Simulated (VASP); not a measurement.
Band structure of Au (space group Im-3m). These are r2SCAN meta-GGA, VASP's PBE PAW potentials (set 64) (plane waves; VASP) values and carry that method's errors.

Unless said otherwise, spin-orbit coupling is left out, though it shifts the bands of the heavy elements here.

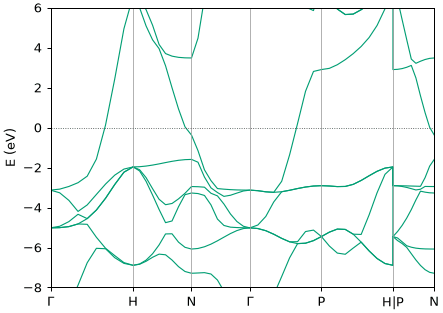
*Bands along high-symmetry lines, zero at the valence-band maximum or, without a gap, the Fermi level*

Q: Read the plot: is there a gap, and where are the band edges?

A: It has no gap at this level: it comes out as a metal or semimetal.

The structure comes from a computed database's Au entry (Im-3m); how it stands against other phases isn't given here. It was relaxed first.
